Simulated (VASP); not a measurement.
# How plane-wave cutoff and SCF threshold change a VASP run on YSb

Aim: find how far the plane-wave cutoff and SCF threshold must be pushed for YSb, and what that costs. The atoms are off their equilibrium sites, so that forces can be compared too. The series runs use PBEsol. The plane-wave cutoff tried: ENCUT = 120; ENCUT = 150; ENCUT = 180; ENCUT = 200; ENCUT = 230; ENCUT = 260; ENCUT = 320; ENCUT = 410. The SCF threshold tried: EDIFF = 0.01; EDIFF = 0.001; EDIFF = 1E-04; EDIFF = 1E-05; EDIFF = 1E-06; EDIFF = 1E-08. The atoms of the start are displaced at random from the sites of a Fm-3m cell.

Method: PBEsol; plane waves and PAW (Y_sv, Sb), in VASP 6.6.1.

### Step 1. The structure

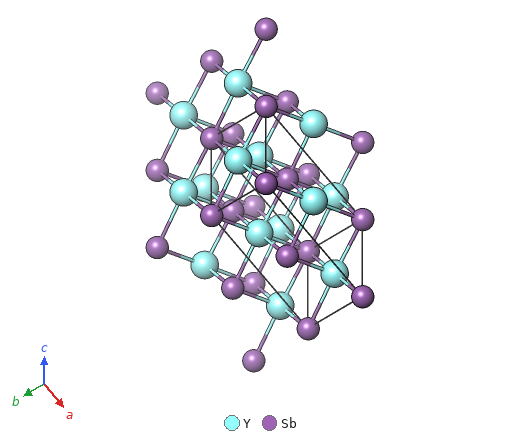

The starting structure, seen from a free direction (yttrium teal, antimony purple). 1×2×2 cells are drawn. This picture shows the conventional cell, with its axes. Some periodic images of atoms are drawn too.

### Step 2. Plane-wave cutoff: ENCUT = 120

The basis grows with ENCUT, and energy and stress both move with it. PBEsol restores the gradient expansion of exchange and is tuned for the cells of solids.

File INCAR:

```
SYSTEM = YSb
PREC = Accurate
ENCUT = 120
EDIFF = 1E-06
NELM = 100
ISMEAR = -1
SIGMA = 0.05
LREAL = .FALSE.
ALGO = Normal
GGA = PS
NBANDS = 14
LASPH = .TRUE.
LORBIT = 11
LWAVE = .FALSE.
LCHARG = .FALSE.
KPAR = 2
ISIF = 2
```

File POSCAR:

```
YSb
1.0
    0.0000000000      3.0822500000      3.0822500000
    3.0822500000      0.0000000000      3.0822500000
    3.0822500000      3.0822500000      0.0000000000
Y Sb
1 1
Direct
    0.4973480000      0.5029190000      0.5077070000
    0.0024430000     -0.0050250000      0.0198280000
```

File KPOINTS:

```
Automatic mesh
0
Gamma
6 6 6
0 0 0
```

Potentials, in the order of the species: Y_sv and Sb (PBE family, release 64).

Started as:

```sh
$ mpirun -np 2 vasp_std
```

The log of the run:

```text
[banner, memory and clock lines left out]
running    2 mpi-ranks, on    1 nodes
 distrk:  each k-point on    1 cores,    2 groups
 distr:  one band on    1 cores,    1 groups

 POSCAR found type information on POSCAR Y Sb
 POSCAR found :  2 types and       2 ions
|                                                                             |
|               ----> ADVICE to this user running VASP <----                  |
|                                                                             |
|     You enforced a specific xc type in the INCAR file but a different       |
|     [... a line on the potential file left out ...]
|     I HOPE YOU KNOW WHAT YOU ARE DOING!                                     |
|                                                                             |

 LDA part: xc-table for (Slater+PW92), standard interpolation
 POSCAR, INCAR and KPOINTS ok, starting setup
 FFT: planning ... GRIDC
 FFT: planning ... GRID_SOFT
 FFT: planning ... GRID
 WAVECAR not read
 entering main loop
       N       E                     dE             d eps       ncg     rms          rms(c)
DAV:   1     0.142121286081E+02    0.14212E+02   -0.34772E+03  3436   0.374E+02
DAV:   2    -0.139972454855E+02   -0.28209E+02   -0.27333E+02  4786   0.105E+02
DAV:   3    -0.153064561879E+02   -0.13092E+01   -0.13060E+01  3956   0.170E+01
DAV:   4    -0.153308084650E+02   -0.24352E-01   -0.24350E-01  4066   0.211E+00
DAV:   5    -0.153311345279E+02   -0.32606E-03   -0.32606E-03  3808   0.209E-01    0.205E+01
DAV:   6    -0.141732896084E+02    0.11578E+01   -0.14158E+00  3676   0.707E+00    0.138E+01
DAV:   7    -0.140033523312E+02    0.16994E+00   -0.95598E-01  3664   0.604E+00    0.308E+00
DAV:   8    -0.139849106394E+02    0.18442E-01   -0.18417E-01  3448   0.240E+00    0.840E-01
DAV:   9    -0.139798104779E+02    0.51002E-02   -0.12524E-02  3280   0.666E-01    0.216E-01
DAV:  10    -0.139799122491E+02   -0.10177E-03   -0.11678E-03  4352   0.173E-01    0.125E-01
DAV:  11    -0.139799592078E+02   -0.46959E-04   -0.16517E-04  4728   0.536E-02    0.338E-02
DAV:  12    -0.139799521654E+02    0.70424E-05   -0.19270E-05  3654   0.258E-02    0.105E-02
DAV:  13    -0.139799513614E+02    0.80400E-06   -0.32779E-06  3724   0.103E-02
   1 F= -.13979951E+02 E0= -.13977847E+02  d E =-.420903E-02
```

Run time: 4.8 s. Hardware: 2 MPI ranks of Intel Xeon Platinum 8559C (Emerald Rapids), shared host; peak memory 0.22 GiB; 8.1 s of CPU time.

Lines that name or quote the potential files are left out of all logs, and their timing lines are given in words.

OUTCAR, selected parts (step 2):

```text
ion  position               nearest neighbor table
   1  0.497  0.503  0.508-   2 3.03   2 3.07   2 3.07   2 3.09   2 3.10   2 3.14
   2  0.002  0.995  0.020-   1 3.03   1 3.07   1 3.07   1 3.09   1 3.10   1 3.14

  LATTYP: Found a face centered cubic cell.
 ALAT       =     6.1645000000

 Subroutine GETGRP returns: Found  1 space group operations
 (whereof  1 operations were pure point group operations)

The static configuration has the point symmetry C_1 .

 Found    112 irreducible k-points:

   k-points           NKPTS =    112   k-points in BZ     NKDIM =    112   number of bands    NBANDS=     14

   dimension x,y,z NGX =    16 NGY =   16 NGZ =   16
   dimension x,y,z NGXF=    32 NGYF=   32 NGZF=   32

   ENCUT  =  120.0 eV   8.82 Ry    2.97 a.u.   3.89  3.89  3.89*2*pi/ulx,y,z

   NELECT =      16.0000    total number of electrons

 k-points in reciprocal lattice and weights: Automatic mesh
   0.00000000  0.00000000  0.00000000       0.005
   0.16666667  0.00000000  0.00000000       0.009
   0.00000000  0.16666667  0.00000000       0.009
   0.00000000  0.00000000  0.16666667       0.009
   0.16666667  0.16666667  0.16666667       0.009
   0.33333333  0.00000000  0.00000000       0.009
   0.00000000  0.33333333  0.00000000       0.009
   0.00000000  0.00000000  0.33333333       0.009
   0.33333333  0.33333333  0.33333333       0.009
[...]
-0.33333333  0.16666667  0.50000000       0.009
   0.16666667  0.50000000 -0.33333333       0.009

 average (electrostatic) potential at core
       1 -36.8047       2 -86.0782

 E-fermi :   5.0584

 k-point     1 :       0.0000    0.0000    0.0000
  band No.  band energies     occupation
      1     -38.6774      2.00000
      2     -18.3179      2.00000
      3     -18.3167      2.00000
      4     -18.3167      2.00000
      5      -4.5793      2.00000
      6       5.9408      0.00000
      7       5.9472      0.00000
      8       5.9660      0.00000
      9       6.3468      0.00000
     10       6.4078      0.00000
    ...

 k-point     2 :       0.1667    0.0000    0.0000
  band No.  band energies     occupation
    ...
      4     -18.3157      2.00000
      5      -4.3140      2.00000
      6       4.0620      2.00000
      7       4.7519      1.99566
      8       4.7664      1.99420
      9       6.6943      0.00000
     10       6.6969      0.00000
     11       6.9407      0.00000
     12       8.5543      0.00000
     13       8.5703      0.00000
    ...

 k-point     3 :       0.0000    0.1667    0.0000
  band No.  band energies     occupation
    ...
      4     -18.3157      2.00000
      5      -4.3140      2.00000
      6       4.0633      2.00000
      7       4.7512      1.99571
      8       4.7633      1.99454
      9       6.6943      0.00000
     10       6.6983      0.00000
     11       6.9437      0.00000
     12       8.5543      0.00000
     13       8.5681      0.00000
    ...

  Total       -8.7307266     -8.6572244     -8.7330985     -0.0076158      0.0052368      0.0012938
  in kB     -238.8511793   -236.8403414   -238.9160690     -0.2083500      0.1432652      0.0353948
  external PRESSURE =    -238.2025299 kB  Pullay stress =       0.0000000 kB

  energy-cutoff  :      120.00
  volume of cell :       58.56
      direct lattice vectors                 reciprocal lattice vectors
     0.000000000  3.082250000  3.082250000    -0.162219158  0.162219158  0.162219158
     3.082250000  0.000000000  3.082250000     0.162219158 -0.162219158  0.162219158
     3.082250000  3.082250000  0.000000000     0.162219158  0.162219158 -0.162219158

 POSITION                                       TOTAL-FORCE (eV/Angst)
 -----------------------------------------------------------------------------------
      3.11500      3.09783      3.08307         0.070627      0.293095     -0.048326
      3.12788      0.06864      3.07429        -0.070627     -0.293095      0.048326
 -----------------------------------------------------------------------------------
    total drift:                               -0.000267     -0.000320     -0.000062

  FREE ENERGIE OF THE ION-ELECTRON SYSTEM (eV)
  ---------------------------------------------------
  free  energy   TOTEN  =       -13.9799513614 eV

  energy  without entropy=      -13.9757423298  energy(sigma->0) =      -13.97784685

 total charge
# of ion       s       p       d       f       tot
--------------------------------------------------
    1        2.084   6.431   1.025   0.026   9.565
    2        1.139   1.532   0.015   0.000   2.686
--------------------------------------------------
tot          3.223   7.963   1.040   0.026  12.252

[... 3 further parts left out ...]
```

The k-mesh is coarse for a metal. The PAW data sets were made with PBE, which is usual practice but a small mismatch for other functionals.

Numbers from this step:

| Quantity | Value |
| --- | --- |
| SCF cycles | 13 |
| electrons | 16 |
| bands | 14 |
| irreducible k-points | 112 |
| symmetry operations | 1 |
| free energy (TOTEN) | -13.98 eV |
| energy at zero smearing | -13.98 eV |
| Fermi energy | 5.058 eV |
| pressure | -23.82 GPa |
| metallic | yes |

The series starts at -6.9889 eV an atom and -23.82 GPa, after 13 cycles in 4.8 s.

### Step 3. Plane-wave cutoff: ENCUT = 150

INCAR, as its differences from that of step 2:

```diff
@@ -2,3 +2,3 @@
 PREC = Accurate
-ENCUT = 120
+ENCUT = 150
 EDIFF = 1E-06
```

POSCAR is that of step 2.

KPOINTS is that of step 2.

Started as:

```sh
$ mpirun -np 2 vasp_std
```

The log of the run:

```text
[banner, memory and clock lines left out]
running    2 mpi-ranks, on    1 nodes
[...]
[... a notice as in an earlier step ...]

 LDA part: xc-table for (Slater+PW92), standard interpolation
 POSCAR, INCAR and KPOINTS ok, starting setup
[...]
entering main loop
       N       E                     dE             d eps       ncg     rms          rms(c)
DAV:   1     0.185490319889E+02    0.18549E+02   -0.38883E+03  3332   0.427E+02
DAV:   2    -0.129705133933E+02   -0.31520E+02   -0.30343E+02  4624   0.116E+02
DAV:   3    -0.146423662823E+02   -0.16719E+01   -0.16629E+01  4482   0.202E+01
DAV:   4    -0.146749164802E+02   -0.32550E-01   -0.32544E-01  3956   0.253E+00
[...]
DAV:  11    -0.137529047233E+02   -0.19786E-04   -0.87331E-05  4494   0.636E-02    0.116E-01
DAV:  12    -0.137528916260E+02    0.13097E-04   -0.32648E-05  4046   0.301E-02    0.151E-02
DAV:  13    -0.137528913620E+02    0.26400E-06   -0.28223E-06  3882   0.940E-03
   1 F= -.13752891E+02 E0= -.13750337E+02  d E =-.510803E-02
```

Wall time 7.2 s (2 MPI ranks); peak memory 0.24 GiB.

From OUTCAR (step 3):

```text
  Total       -2.4866572     -2.4147601     -2.4894840     -0.0071713      0.0049512      0.0011161
  in kB      -68.0288177    -66.0618893    -68.1061529     -0.1961901      0.1354526      0.0305345
  external PRESSURE =     -67.3989533 kB  Pullay stress =       0.0000000 kB

 POSITION                                       TOTAL-FORCE (eV/Angst)
 -----------------------------------------------------------------------------------
      3.11500      3.09783      3.08307         0.065455      0.268945     -0.044645
      3.12788      0.06864      3.07429        -0.065455     -0.268945      0.044645
 -----------------------------------------------------------------------------------
    total drift:                                0.000543      0.000267      0.000071

  FREE ENERGIE OF THE ION-ELECTRON SYSTEM (eV)
  ---------------------------------------------------
  free  energy   TOTEN  =       -13.7528913620 eV

  energy  without entropy=      -13.7477833314  energy(sigma->0) =      -13.75033735

[... 1 part as in an earlier step ...]

[... 2 further parts left out ...]
[key lines of the parts left out:]
E-fermi :   4.9508
```

Against the run before the energy moves by +113.75 meV an atom and the pressure by +17.08 GPa, after 13 cycles in 7.2 s.

### Step 4. Plane-wave cutoff: ENCUT = 180

INCAR, as its differences from that of step 3:

```diff
@@ -2,3 +2,3 @@
 PREC = Accurate
-ENCUT = 150
+ENCUT = 180
 EDIFF = 1E-06
```

POSCAR is that of step 3.

KPOINTS is that of step 3.

Started as:

```sh
$ mpirun -np 2 vasp_std
```

The log of the run:

```text
[... set-up lines as in an earlier step ...]
 entering main loop
       N       E                     dE             d eps       ncg     rms          rms(c)
DAV:   1     0.220700914989E+02    0.22070E+02   -0.42291E+03  3294   0.475E+02
DAV:   2    -0.123384850114E+02   -0.34409E+02   -0.32868E+02  4510   0.127E+02
DAV:   3    -0.145538793935E+02   -0.22154E+01   -0.22006E+01  4870   0.233E+01
DAV:   4    -0.145972544675E+02   -0.43375E-01   -0.43365E-01  3838   0.317E+00
[...]
DAV:  11    -0.137623823611E+02   -0.19329E-04   -0.84118E-05  3840   0.637E-02    0.119E-01
DAV:  12    -0.137623679672E+02    0.14394E-04   -0.26385E-05  3784   0.302E-02    0.906E-03
DAV:  13    -0.137623675948E+02    0.37233E-06   -0.27240E-06  4224   0.833E-03
   1 F= -.13762368E+02 E0= -.13759832E+02  d E =-.507197E-02
```

The job ended after 8.2 s (2 MPI ranks; peak memory 0.26 GiB).

Parts of OUTCAR (step 4):

```text
  Total       -0.8081514     -0.7351073     -0.8102531     -0.0076521      0.0051089      0.0011533
  in kB      -22.1090329    -20.1107254    -22.1665297     -0.2093427      0.1397670      0.0315506
  external PRESSURE =     -21.4620960 kB  Pullay stress =       0.0000000 kB

 POSITION                                       TOTAL-FORCE (eV/Angst)
 -----------------------------------------------------------------------------------
      3.11500      3.09783      3.08307         0.064104      0.263754     -0.043706
      3.12788      0.06864      3.07429        -0.064104     -0.263754      0.043706
 -----------------------------------------------------------------------------------
    total drift:                               -0.000408     -0.000056     -0.000056

  FREE ENERGIE OF THE ION-ELECTRON SYSTEM (eV)
  ---------------------------------------------------
  free  energy   TOTEN  =       -13.7623675948 eV

  energy  without entropy=      -13.7572956253  energy(sigma->0) =      -13.75983161

[... 1 part as in an earlier step ...]

[... 2 further parts left out ...]
[key lines of the parts left out:]
E-fermi :   4.9130
```

Against the run before the energy moves by -4.75 meV an atom and the pressure by +4.59 GPa, after 13 cycles in 8.2 s.

### Step 5. Plane-wave cutoff: ENCUT = 200

INCAR, as its differences from that of step 4:

```diff
@@ -2,3 +2,3 @@
 PREC = Accurate
-ENCUT = 180
+ENCUT = 200
 EDIFF = 1E-06
```

POSCAR is that of step 4.

KPOINTS is that of step 4.

Started as:

```sh
$ mpirun -np 2 vasp_std
```

The log of the run:

```text
[... set-up lines as in an earlier step ...]
 entering main loop
       N       E                     dE             d eps       ncg     rms          rms(c)
DAV:   1     0.246126271157E+02    0.24613E+02   -0.44641E+03  3272   0.503E+02
DAV:   2    -0.123412280808E+02   -0.36954E+02   -0.35179E+02  4568   0.133E+02
DAV:   3    -0.145304672657E+02   -0.21892E+01   -0.21715E+01  4718   0.241E+01
DAV:   4    -0.145828748473E+02   -0.52408E-01   -0.52389E-01  3930   0.342E+00
[...]
DAV:  11    -0.137574619052E+02   -0.24299E-04   -0.10168E-04  3684   0.701E-02    0.122E-01
DAV:  12    -0.137574440514E+02    0.17854E-04   -0.31165E-05  3498   0.337E-02    0.710E-03
DAV:  13    -0.137574436914E+02    0.36006E-06   -0.37143E-06  4474   0.972E-03
   1 F= -.13757444E+02 E0= -.13754911E+02  d E =-.506544E-02
```

Wall time 9.8 s (2 MPI ranks); peak memory 0.26 GiB; 17 s of CPU time.

From OUTCAR (step 5):

```text
  Total       -0.5968092     -0.5227287     -0.5989560     -0.0076415      0.0050914      0.0011457
  in kB      -16.3272296    -14.3005695    -16.3859616     -0.2090539      0.1392877      0.0313437
  external PRESSURE =     -15.6712536 kB  Pullay stress =       0.0000000 kB

 POSITION                                       TOTAL-FORCE (eV/Angst)
 -----------------------------------------------------------------------------------
      3.11500      3.09783      3.08307         0.063490      0.261267     -0.043284
      3.12788      0.06864      3.07429        -0.063490     -0.261267      0.043284
 -----------------------------------------------------------------------------------
    total drift:                               -0.000400     -0.000031     -0.000062

  FREE ENERGIE OF THE ION-ELECTRON SYSTEM (eV)
  ---------------------------------------------------
  free  energy   TOTEN  =       -13.7574436914 eV

  energy  without entropy=      -13.7523782512  energy(sigma->0) =      -13.75491097

[... 1 part as in an earlier step ...]

[... 2 further parts left out ...]
[key lines of the parts left out:]
E-fermi :   4.9114
```

Against the run before the energy moves by +2.46 meV an atom and the pressure by +0.58 GPa, after 13 cycles in 9.8 s.

### Step 6. Plane-wave cutoff: ENCUT = 230

INCAR, as its differences from that of step 5:

```diff
@@ -2,3 +2,3 @@
 PREC = Accurate
-ENCUT = 200
+ENCUT = 230
 EDIFF = 1E-06
```

POSCAR is that of step 5.

KPOINTS is that of step 5.

Started as:

```sh
$ mpirun -np 2 vasp_std
```

The log of the run:

```text
[... set-up lines as in an earlier step ...]
 entering main loop
       N       E                     dE             d eps       ncg     rms          rms(c)
DAV:   1     0.289687434591E+02    0.28969E+02   -0.47708E+03  3240   0.553E+02
DAV:   2    -0.117889604395E+02   -0.40758E+02   -0.38716E+02  4296   0.145E+02
DAV:   3    -0.145247321454E+02   -0.27358E+01   -0.27113E+01  5178   0.270E+01
DAV:   4    -0.145816687579E+02   -0.56937E-01   -0.56927E-01  3662   0.379E+00
[...]
DAV:  11    -0.137580108741E+02   -0.27831E-04   -0.12744E-04  3612   0.882E-02    0.145E-01
DAV:  12    -0.137579884388E+02    0.22435E-04   -0.32468E-05  3742   0.356E-02    0.121E-02
DAV:  13    -0.137579875943E+02    0.84453E-06   -0.42076E-06  4146   0.112E-02
   1 F= -.13757988E+02 E0= -.13755454E+02  d E =-.506743E-02
```

Wall time 8.8 s (2 MPI ranks); peak memory 0.3 GiB; 16 s of CPU time.

Parts of OUTCAR (step 6):

```text
  Total       -0.5591062     -0.4851933     -0.5616765     -0.0075121      0.0051499      0.0011957
  in kB      -15.2957694    -13.2736934    -15.3660869     -0.2055114      0.1408894      0.0327105
  external PRESSURE =     -14.6451832 kB  Pullay stress =       0.0000000 kB

 POSITION                                       TOTAL-FORCE (eV/Angst)
 -----------------------------------------------------------------------------------
      3.11500      3.09783      3.08307         0.063305      0.260828     -0.043232
      3.12788      0.06864      3.07429        -0.063305     -0.260828      0.043232
 -----------------------------------------------------------------------------------
    total drift:                               -0.000032      0.000107     -0.000007

  FREE ENERGIE OF THE ION-ELECTRON SYSTEM (eV)
  ---------------------------------------------------
  free  energy   TOTEN  =       -13.7579875943 eV

  energy  without entropy=      -13.7529201670  energy(sigma->0) =      -13.75545388

[... 1 part as in an earlier step ...]

[... 2 further parts left out ...]
[key lines of the parts left out:]
E-fermi :   4.9088
```

Against the run before the energy moves by -0.27 meV an atom and the pressure by +0.10 GPa, after 13 cycles in 8.8 s.

[end of part 1 of 3]

[Lines on the potential files, build, host, timing and source positions are cut from VASP's logs without a mark.]

[Logs are printed without paths, hosts, clocks, repeated set-up lines and the standing remarks that a program may print on its own settings, such as how far it seeks lower states.]

[Hosts, paths, dates, database ids (printed as entryN), source tags and the programs' standing remarks are cut or masked in the printed files.]

[A measured line is paired with the nearest computed mode of its activity, which favours agreement.]

[In band tables of VASP the shares of atoms and orbitals are scaled to a sum of 1 inside the atoms' spheres.]
